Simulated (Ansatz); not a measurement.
## Electronic structure of Cl2H2MoO3 (SMILES [O]=[Mo]([OH])([OH])([Cl])[Cl]) in real space

Input

```
crystal:
  periodic: [false, false, false]
  atoms:
    - {symbol: Cl, position_ang: [-0.627407, -0.033910, -0.185015]}
    - {symbol: Cl, position_ang: [-3.388807, -2.632305, 1.981550]}
    - {symbol: Mo, position_ang: [-2.195105, -0.755514, 1.497383]}
    - {symbol: O, position_ang: [-2.537416, 0.377207, 2.639355]}
    - {symbol: O, position_ang: [-0.608287, -1.433587, 2.162920]}
    - {symbol: O, position_ang: [-3.334831, -0.220606, 0.142527]}
    - {symbol: H, position_ang: [0.201057, -1.570980, 1.651164]}
    - {symbol: H, position_ang: [-3.087886, -0.107963, -0.785985]}
basis:
  gaussian:
    orbitals: def2-SVPD
output: {forces: true, orbitals: {seedname: orbitals}}
hamiltonian:
  xc: {name: PBE0}
```

Command:

```sh
ansatz run input.yaml --threads 2 --pin off --max-ram 5220MiB --events-out events.jsonl --progress --plain --runs-dir runs
```

Geometry: PBE0-D4/def2-SVP; core potentials replace the inner electrons of Mo.

All numbers below come from isolated molecule in a Gaussian basis; Kohn-Sham density functional theory, functional PBE0 in Ansatz 0.2.0.

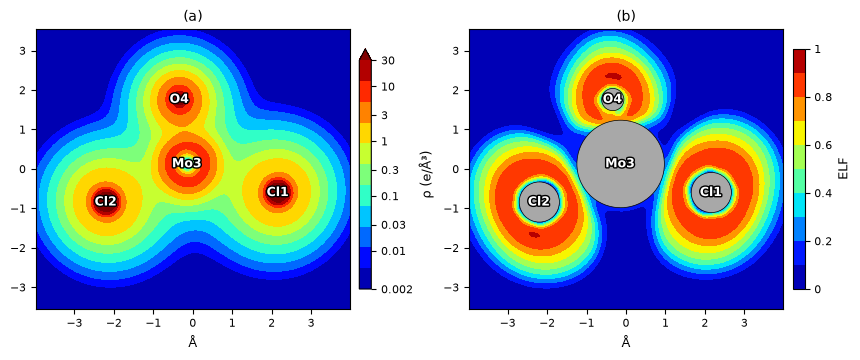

Figure 1. (a) electron density; (b) ELF on the plane of atoms Cl1, Mo3 and O4. Grey discs cover the atomic cores in the ELF map.

What do the fields say about this system?

Answer.
- The section cuts through Cl, Mo and O sites.
- Mo–O (1.64 Å): ρ at the midpoint is about 2.2 e/Å³; the ELF peaks at about 0.75 in the valence shell of O, 0.5 Å from its nucleus, and drops to about 0.40 between the two atoms.
- Mo–Cl (2.28 Å): ρ at the midpoint is about 0.69 e/Å³; the ELF peaks at about 0.85 in the valence shell of Cl, 0.8 Å from its nucleus, and is about 0.40 at the midpoint.
- Mo–Cl (2.41 Å): ρ at the midpoint is about 0.54 e/Å³; the ELF peaks at about 0.85 in the valence shell of Cl, 0.8 Å from its nucleus, and is about 0.40 at the midpoint.

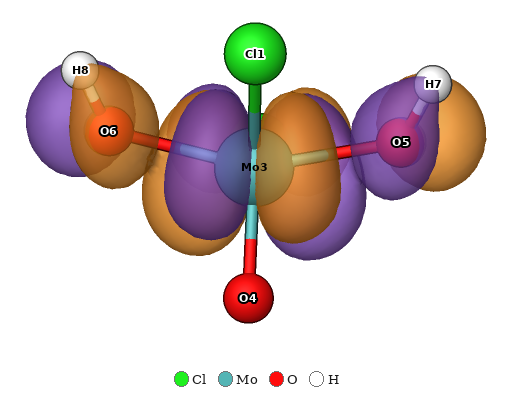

Figure 2. The LUMO at ±0.1 Å⁻³ᐟ² (orange and purple are the two phases), seen at an oblique angle.

What is the character of this orbital?

Answer. By Hirshfeld shares it lies mainly on Mo3 (about 60 %), O5 (about 15 %), O6 (about 15 %) and Cl2 (about 10 %). Its energy is −4.27 eV.

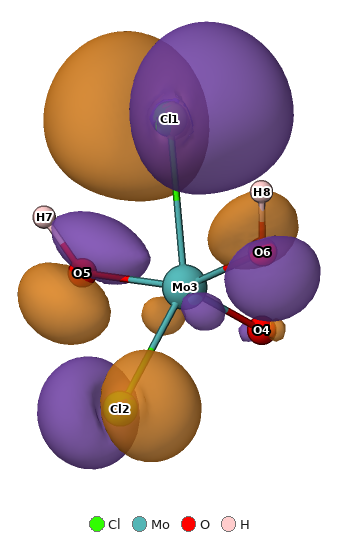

Figure 3. The HOMO at ±0.08 Å⁻³ᐟ² (orange and purple are the two phases), seen at an oblique angle.

Describe this orbital and give its energy.

Answer. By Hirshfeld shares it lies mainly on Cl1 (about 70 %), Cl2 (about 10 %), O6 (about 5 %) and O5 (about 5 %); largely a lone pair of Cl1. Its energy is −8.94 eV.
